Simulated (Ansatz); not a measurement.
## Electronic structure of C2H12N2Si2 in real space

Input

```
crystal:
  periodic: [false, false, false]
  atoms:
    - symbol: C
      position_ang: [-2.749019, -1.642503, -2.261996]
    - symbol: C
      position_ang: [2.200757, 0.439000, 0.608152]
    - symbol: "N"
      position_ang: [-1.759378, -0.852921, -1.573103]
    - symbol: "N"
      position_ang: [0.110583, 1.257786, -1.386948]
    - symbol: Si
      position_ang: [-0.338328, -0.164578, -2.269811]
    - symbol: Si
      position_ang: [1.673433, 1.658290, -0.714959]
    - symbol: H
      position_ang: [-2.604671, -2.735319, -2.158724]
    - symbol: H
      position_ang: [-3.771097, -1.409981, -1.915121]
    - symbol: H
      position_ang: [-2.719283, -1.416290, -3.339595]
    - symbol: H
      position_ang: [-1.783470, -0.944968, -0.563057]
    - symbol: H
      position_ang: [-0.700198, 0.057891, -3.706118]
    - symbol: H
      position_ang: [0.909933, -1.000433, -2.235158]
    - symbol: H
      position_ang: [-0.604020, 1.974757, -1.297585]
    - symbol: H
      position_ang: [2.737029, 1.703425, -1.769498]
    - symbol: H
      position_ang: [1.539896, 3.030667, -0.132783]
    - symbol: H
      position_ang: [2.283308, -0.576123, 0.188998]
    - symbol: H
      position_ang: [1.469395, 0.412639, 1.430579]
    - symbol: H
      position_ang: [3.182974, 0.712796, 1.024859]
basis:
  gaussian: {orbitals: def2-SVPD}
hamiltonian: {xc: pbe0}
output: {forces: true, orbitals: {seedname: orbitals}}
```

Command:

```sh
ansatz run input.yaml --threads 4 --pin off --max-ram 7830MiB --events-out events.jsonl --progress --plain --runs-dir runs
```

Geometry: PBE0-D3(BJ)/def2-SVP.

Computed with Ansatz 0.2.0, isolated molecule in a Gaussian basis; Kohn-Sham density functional theory, functional PBE0.

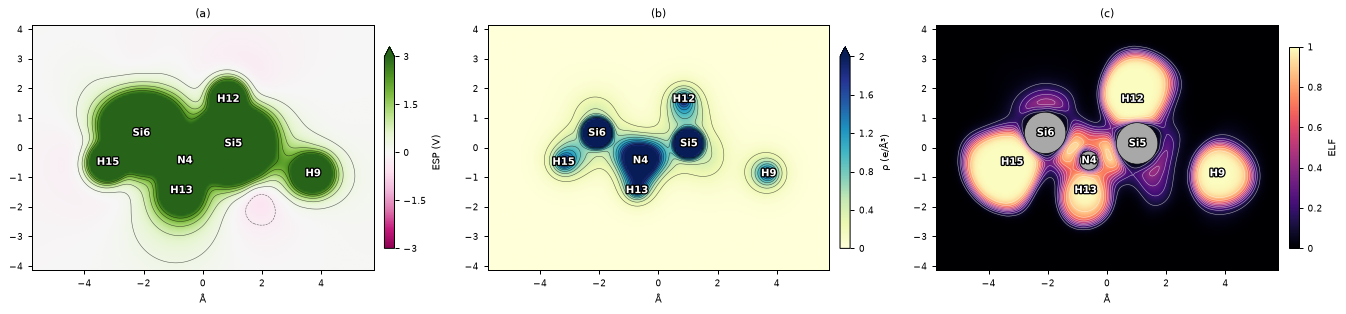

Figure 1. (a) molecular electrostatic potential; (b) total electron density; (c) ELF on the plane of atoms Si6, N4 and H13. Grey discs cover the atomic cores in the ELF map.

Question: Describe what can be read from this map.

Answer:
- Atoms in the plane: N, Si and H.
- Si–N (1.73 Å): the density is about 1.1 e/Å³ at the midpoint; the ELF peaks at about 0.90 between the atoms: a polar covalent bond.
- N–H (1.02 Å): ρ is about 2.7 e/Å³ halfway; the ELF climbs to about 1 towards the hydrogen, as it does in any bond to H; a covalent bond by its length.
- Si–H (1.50 Å): ρ is about 0.76 e/Å³ halfway; the ELF climbs to about 1 towards the hydrogen.
- Outside the dense part of the molecule the potential is most negative (−0.5 V) near N3, which lies off the plane.

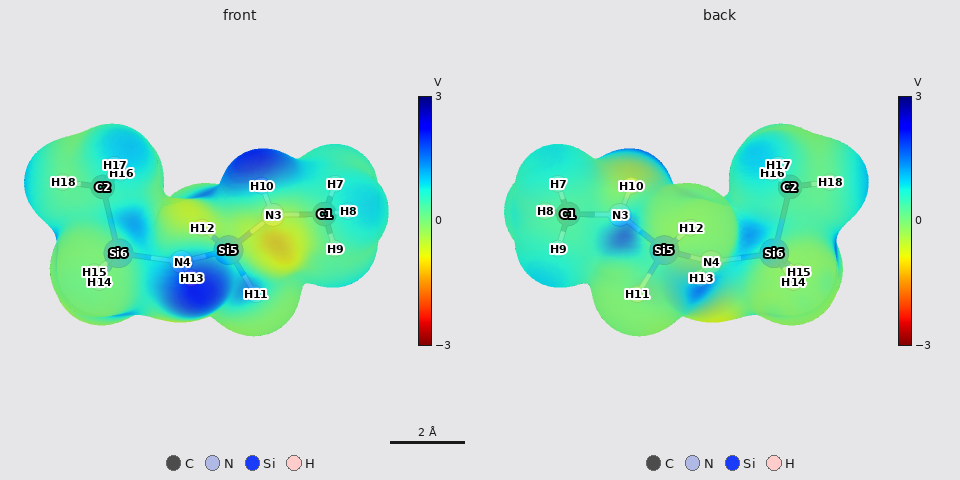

Figure 2. The electrostatic potential painted on the density surface at 0.004 e/bohr³, seen from the front and from behind; the colour scale runs from red (negative) to blue (positive).

Question: Describe the electrostatic potential map.

Answer: The most negative region (about −1.0 V) lies over N3, the most positive (about +2.2 V) over H10 and H13.

Question: How polar is the molecule by this calculation?

Answer: Its dipole moment is 1.63 D.

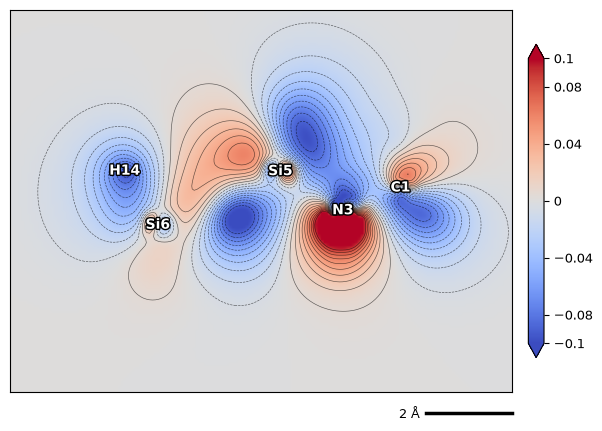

Figure 3. The HOMO on the plane of atoms C1, N3 and Si5 (values in Å⁻³ᐟ²; the overall sign is arbitrary).

Question: Where does this orbital lie, and at what energy?

Answer: Its weight (Hirshfeld) is mainly on N3 (about 50 %), C1 (about 10 %) and H12 (about 5 %). Its energy is −6.74 eV.
